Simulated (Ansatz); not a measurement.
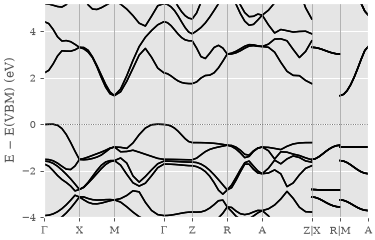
Band structure from PBE+D3(BJ) with spin–orbit coupling (plane waves, PAW; program Ansatz)

The gap is 1.23 eV; an edge lies off the plotted path or next to a special point (maximum on the M–Γ line, 84 % of the way from M, minimum on the M–Γ line, 2 % of the way from M).

The material is PbO in space group P4/nmm (No. 129; Pb on 2c, O on 2a).

The cell was relaxed with PBE+D3(BJ) under the symmetry of its start; phonons on a q-mesh show no instability.

Potentials: the later of the program's two PAW sets.
